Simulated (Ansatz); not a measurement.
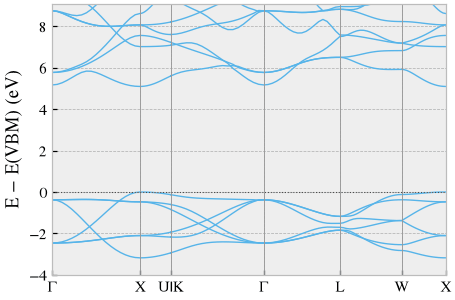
Fig. 1. Band structure from LDA in the plane-wave PAW code Ansatz

Problem. Read off the gap and where the band edges lie.

Solution. About 5.1 eV (5.10 eV by a search for the band edges); maximum at X, minimum at X.

The material is SrCl2 (fluorite, space group No. 225).

Space group Fm-3m (fluorite). The LDA relaxation kept the symmetry of its start; phonons on a q-mesh show no instability. Spin–orbit coupling is left out wherever it is not named.

Potentials: the later of the program's two PAW sets.
